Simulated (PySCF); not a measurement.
**Two runs on H₂**

System: H₂, SMILES [H][H].
Method of the first run: RKS r2SCAN-D4/def2-TZVPP (PySCF 2.14.0).

The geometry comes from this level: PBE0-D4/def2-TZVPP. Text and figures count atoms from 1; the logs count them from 0 in places.

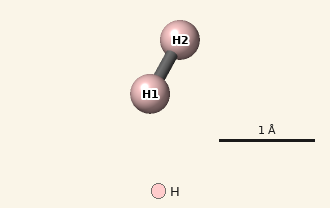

Fig. 1: The structure as given in the input (ball-and-stick view, seen at an oblique angle; atoms are numbered from 1 in the order of the input).

## Input file, the first run
```python
import json, numpy as np
from pyscf import gto, scf, dft, mp, cc, lib
mol = gto.M(atom="""
H      0.000000     0.000000     0.015660
H     -0.000000    -0.000000     0.761030
""", basis='def2-TZVPP', charge=0, spin=0, verbose=3, max_memory=2000)
def mean_field(mol):
    mf = dft.RKS(mol, xc='r2scan')
    mf.grids.level = 4
    mf.disp = "d4"
    mf.conv_tol = 1e-10; mf.chkfile = None; mf.max_cycle = 100
    return mf
last = {}
def solved(mol):
    mf = mean_field(mol); mf.kernel(last.get('dm'))
    if not mf.converged: mf = mf.newton().run(mf.mo_coeff, mf.mo_occ).undo_soscf()
    assert mf.converged
    last['dm'] = mf.make_rdm1()
    return mf
out = {}
def energy(mol, gradient=False):
    mf = out['mf'] = solved(mol)
    e = mf.e_tot
    out.update(e=e, ref=mf.e_tot)
    if not gradient: return e
    return e, mf.nuc_grad_method().kernel()
print('Total energy: %.8f Eh' % energy(mol))
mf = out.pop('mf')
out['dipole'] = mf.dip_moment(unit='Debye').tolist()
out['x'] = mol.atom_coords(unit='angstrom').tolist()
json.dump(out, open('result.json', 'w'))
```

Launched with:
```bash
OMP_NUM_THREADS=1 python input.py
```

Hardware: 1 thread of Intel Xeon @ 2.50GHz (Skylake/Cascade Lake), 192 GiB of memory available, shared host.

## Output (the first run)
```
converged SCF energy = -1.17129840692294
Total energy: -1.17129841 Eh
Dipole moment(X, Y, Z, Debye): -0.00000,  0.00000,  0.00000
```

The input of the second run differs as follows (lines with − go, lines with + come):
```diff
-    mf = dft.RKS(mol, xc='r2scan')
+    mf = dft.RKS(mol, xc='wb97m_v')
-    mf.disp = "d4"
+    mf.nlcgrids.level = 1
```

Predict how the results change.

The total energies belong to different methods, so their difference says nothing on which is more stable or more accurate. The functional changes from r2SCAN to wb97m_v.

## Output (the second run)
```
converged SCF energy = -1.16132501498813
Total energy: -1.16132501 Eh
Dipole moment(X, Y, Z, Debye): -0.00000, -0.00000,  0.00000
```

## The two runs side by side

| quantity | the first run | the second run |
| --- | --- | --- |
| outcome | converged | converged |
| total energy (hartree) | −1.171298 | −1.161325 |
| wall time (shared host) | 3.9 s | 3.8 s |
